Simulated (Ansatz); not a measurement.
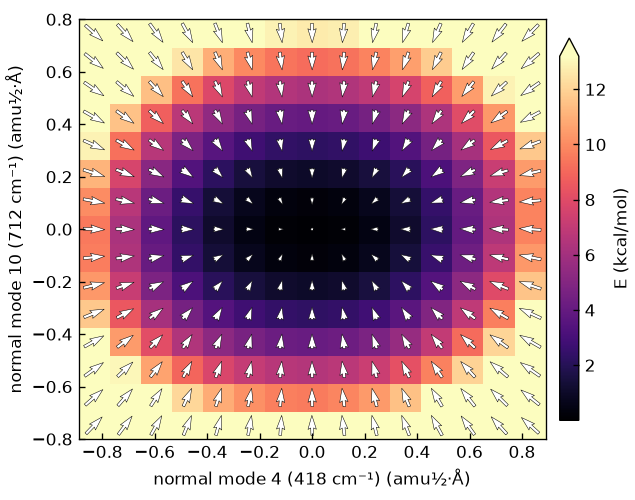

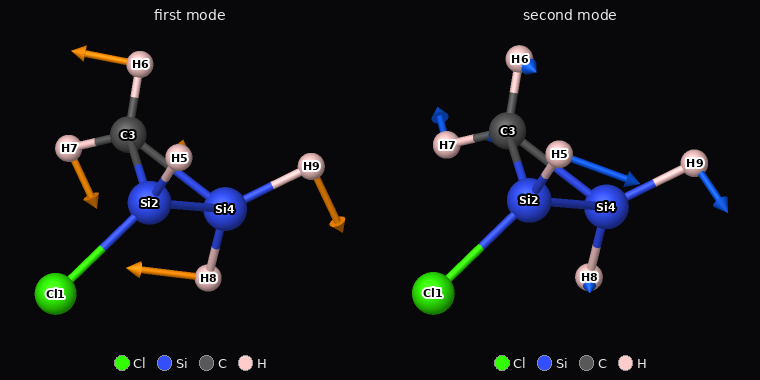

Energy landscape of CH₅ClSi₂, SMILES Cl[SiH]1C[SiH2]1. First axis: normal mode 4 (418 cm⁻¹). Second axis: normal mode 10 (712 cm⁻¹). Nothing is relaxed (straight displacements along the two mass-weighted modes). Grid: 15 × 15 points. Points are written as (first, second). Energies: kcal/mol, counted from the relaxed molecule at the same level. These are results of RKS PBE0-D4/def2-SVP (Ansatz), not measurements.

In the figure: one coloured cell a grid point, arrows along the force (downhill), their lengths compressed, one colour for all values above the top of the scale. The second picture is the structure at the lowest point

Question: Where are the wells?

Answer: The lowest grid point is at (0.000 amu½·Å, 0.000 amu½·Å), 0.0 kcal/mol from the relaxed molecule at the same level. No other kind of well shows on this grid. The highest grid point, (0.831 amu½·Å, −0.748 amu½·Å), lies 27.8 kcal/mol above the lowest.

Grid values (kcal/mol):

| normal mode 10 (712 cm⁻¹) ↓, normal mode 4 (418 cm⁻¹) → | −0.831 | −0.712 | −0.594 | −0.475 | −0.356 | −0.237 | −0.119 | 0.000 | 0.119 | 0.237 | 0.356 | 0.475 | 0.594 | 0.712 | 0.831 |
| --- | --- | --- | --- | --- | --- | --- | --- | --- | --- | --- | --- | --- | --- | --- | --- |
| 0.748 | 26.2 | 22.0 | 18.8 | 16.4 | 14.7 | 13.5 | 12.9 | 12.7 | 12.8 | 13.3 | 14.1 | 15.4 | 17.2 | 19.7 | 22.9 |
| 0.641 | 21.8 | 17.8 | 14.8 | 12.5 | 11.0 | 9.9 | 9.4 | 9.2 | 9.3 | 9.7 | 10.6 | 11.8 | 13.5 | 16.0 | 19.2 |
| 0.534 | 18.2 | 14.3 | 11.4 | 9.3 | 7.9 | 7.0 | 6.5 | 6.3 | 6.4 | 6.8 | 7.6 | 8.8 | 10.5 | 12.8 | 16.0 |
| 0.427 | 15.2 | 11.5 | 8.7 | 6.8 | 5.4 | 4.6 | 4.1 | 4.0 | 4.1 | 4.5 | 5.2 | 6.3 | 8.0 | 10.3 | 13.5 |
| 0.320 | 12.9 | 9.3 | 6.6 | 4.8 | 3.5 | 2.8 | 2.3 | 2.2 | 2.3 | 2.7 | 3.4 | 4.5 | 6.1 | 8.5 | 11.7 |
| 0.214 | 11.1 | 7.7 | 5.1 | 3.4 | 2.2 | 1.5 | 1.1 | 1.0 | 1.1 | 1.4 | 2.1 | 3.2 | 4.8 | 7.2 | 10.4 |
| 0.107 | 10.0 | 6.7 | 4.2 | 2.5 | 1.4 | 0.7 | 0.4 | 0.2 | 0.4 | 0.7 | 1.4 | 2.4 | 4.1 | 6.5 | 9.8 |
| 0.000 | 9.5 | 6.2 | 3.8 | 2.2 | 1.1 | 0.5 | 0.1 | 0.0 | 0.1 | 0.5 | 1.1 | 2.2 | 3.9 | 6.4 | 9.8 |
| −0.107 | 9.6 | 6.4 | 4.0 | 2.4 | 1.3 | 0.7 | 0.4 | 0.2 | 0.4 | 0.7 | 1.4 | 2.6 | 4.3 | 6.9 | 10.3 |
| −0.214 | 10.3 | 7.1 | 4.8 | 3.2 | 2.1 | 1.5 | 1.1 | 1.0 | 1.1 | 1.5 | 2.2 | 3.4 | 5.3 | 7.9 | 11.6 |
| −0.320 | 11.7 | 8.5 | 6.1 | 4.5 | 3.4 | 2.7 | 2.4 | 2.3 | 2.4 | 2.8 | 3.6 | 4.9 | 6.9 | 9.7 | 13.4 |
| −0.427 | 13.6 | 10.4 | 8.1 | 6.4 | 5.3 | 4.6 | 4.2 | 4.1 | 4.3 | 4.7 | 5.6 | 7.0 | 9.1 | 12.0 | 16.0 |
| −0.534 | 16.3 | 13.0 | 10.6 | 8.9 | 7.8 | 7.0 | 6.6 | 6.5 | 6.7 | 7.2 | 8.2 | 9.7 | 12.0 | 15.1 | 19.2 |
| −0.641 | 19.6 | 16.3 | 13.9 | 12.1 | 10.9 | 10.1 | 9.7 | 9.6 | 9.8 | 10.4 | 11.5 | 13.2 | 15.6 | 18.8 | 23.1 |
| −0.748 | 23.6 | 20.3 | 17.8 | 15.9 | 14.7 | 13.8 | 13.4 | 13.3 | 13.6 | 14.2 | 15.4 | 17.3 | 19.8 | 23.3 | 27.8 |

The input of one point:

```yaml
crystal:
  periodic: [false, false, false]
  atoms:
    - { symbol: Cl, position_ang: [-0.989801, -0.146516, -2.679608] }
    - { symbol: Si, position_ang: [-0.560773, 0.661706, -0.824563] }
    - { symbol: C, position_ang: [1.012092, 0.032955, 0.005018] }
    - { symbol: Si, position_ang: [-0.479617, -0.620344, 1.027738] }
    - { symbol: H, position_ang: [-0.799149, 2.128073, -0.833438] }
    - { symbol: H, position_ang: [1.679217, 0.773345, 0.468298] }
    - { symbol: H, position_ang: [1.586766, -0.734677, -0.532409] }
    - { symbol: H, position_ang: [-0.704467, -2.089328, 0.959191] }
    - { symbol: H, position_ang: [-0.655769, -0.051516, 2.392674] }
basis:
  gaussian: { orbitals: def2-SVP }
hamiltonian:
  xc: pbe0
  dispersion: d4
output:
  forces: true
```

Each point was launched as `ansatz run input.yaml --threads 1 --pin off --max-ram 2560MiB --backend cpu --events-out ev --progress --plain --runs-dir out`. The whole map (225 points run) took 20 min on 1 thread of Intel(R) Xeon(R) Platinum 8259CL CPU @ 2.50GHz (Skylake/Cascade Lake), on a shared host.
